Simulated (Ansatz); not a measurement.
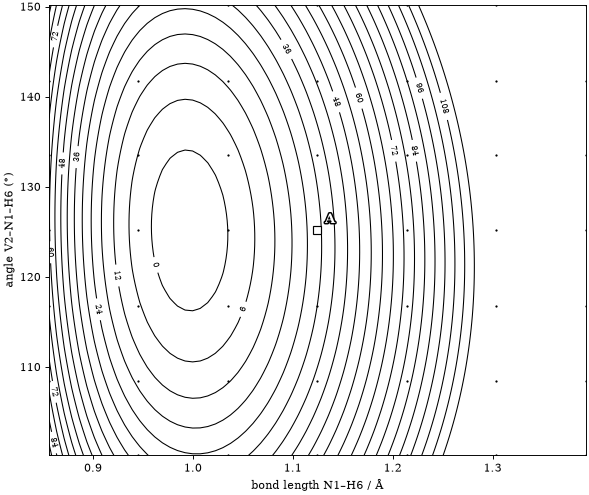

FH₃NO₂V, SMILES [NH2][V](=[O])([OH])[F]. First axis: bond length N1–H6. Second axis: angle V2–N1–H6. Nothing is relaxed (all other coordinates rigid). The grid has 7 × 7 points. Energies are in kJ/mol, from the lowest grid point. These are results of Ansatz, RHF/def2-TZVP, not measurements.

In the figure: contour lines labelled in kJ/mol (none above 114), dots at the grid points, the point A. Between grid points the surface is interpolated.

> Is A at rest? If not, where is it pushed?

A, at bond length N1–H6 = 1.124 Å, angle V2–N1–H6 = 125.2°, is not a stationary point. The computed force is 430 kJ/mol for each Å towards smaller values of bond length N1–H6 and 0.15 kJ/mol for each degree towards smaller values of angle V2–N1–H6.
